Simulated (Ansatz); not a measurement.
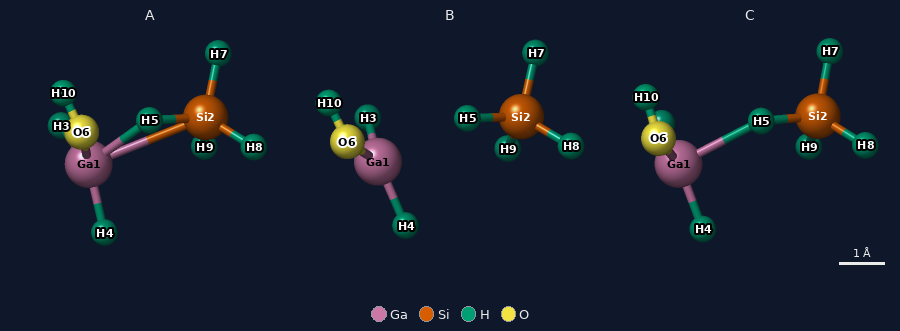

3 geometries from one relaxation of GaSiH7O (started from a transition state, displaced along its imaginary mode), in shuffled order. The picture is a ball-and-stick view, seen from a free direction.

Method: RKS PBE0-D4/def2-TZVP (Ansatz). Settings: force threshold 0.005 eV/Å; at most 200 steps.

### Order the frames from highest to lowest energy.

A, C, B. They are steps 0, 3, 13, at +0.705 eV, +0.036 eV relative to the last. The largest moves after the best rigid fit, 0.81 Å, are those of O6 and H10. By element the largest moves are H 0.81 Å, O 0.80 Å, Si 0.39 Å, Ga 0.33 Å. Near-neighbour distances that change, for instance: Ga1–Si2 2.819 → 3.382 Å, Ga1–H5 1.906 → 2.289 Å, Ga1–O6 1.866 → 1.794 Å, Si2–H9 1.518 → 1.482 Å. Bond angles that change, for instance: H5–Si2–H9 117.9° → 108.6°, H7–Si2–H9 106.0° → 110.7°. After 12 accepted moves (13 points after the start) the energy has fallen by 0.705 eV. Largest force component: 1.1 eV/Å at the start, 0.0029 eV/Å at the end. The line search rejected the trial step at point 6 of the run.
